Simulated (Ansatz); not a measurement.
**C6H12 (2,3-dimethyl-1-butene): the atomisation enthalpy at 298 K, rung by rung**

C6H12 has 18 atoms, charge 0, and is taken as a singlet. As SMILES, `C=C(C)C(C)C`. Geometry: relaxed at PBE0-D4/def2-TZVP. This is one conformer, not always the lowest.

Each level gives the atomisation enthalpy at 298 K (kJ/mol). The values are calculated. The thermal term (zero-point and 298 K enthalpy, harmonic and unscaled) is that of HF/3-21G; the spin-orbit lowering of the free atoms at 298 K, 0.1 kJ/mol by their spectra, is taken off.

**The experiment to reproduce.** CRC Handbook of Chemistry and Physics gives the atomisation enthalpy at 298 K of the gas as 6980 kJ/mol.

```csv
level,kind,program,value (kJ/mol),computed − measured,CPU time (all runs)
HF/6-31G* (spherical functions),Hartree–Fock,Ansatz,5171,-1809,5.7 s
SVWN5/6-31G* (spherical functions),LDA,Ansatz,7942,+962,9.3 s
BLYP/6-31G* (spherical functions),GGA,Ansatz,6862,-118,14 s
PBE/6-31G* (spherical functions),GGA,Ansatz,7077,+97,14 s
r2SCAN/6-31G* (spherical functions),meta-GGA,Ansatz,6941,-39,26 s
B3LYP/6-31G* (spherical functions),global hybrid,Ansatz,6912,-68,15 s
PBE0/6-31G* (spherical functions),global hybrid,Ansatz,6984,+4,16 s
CCSD(T)/6-31G* (spherical functions),coupled cluster or CI,Ansatz,6355,-625,88 s
```

Nearest: PBE0/6-31G* (spherical functions) (+4 kJ/mol); farthest: HF/6-31G* (spherical functions) (-1809 kJ/mol). Computed less measured by kind, in kJ/mol (of the ab initio rows, those in 6-31G*): Hartree–Fock -1809; LDA +962; GGA -118 to +97; meta-GGA -39; global hybrid -68 to +4; coupled cluster or CI -625. Wave-function methods converge slowly with the basis and bind too weakly in sets of this size; that is part of their error here. CPU times are rough (shared hosts, several kinds of processor and program).

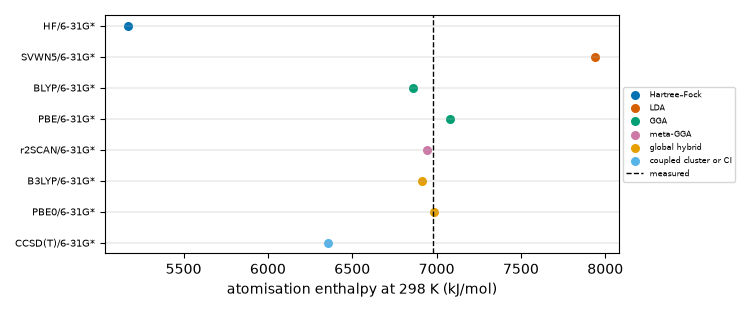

The values of the table, level by level.
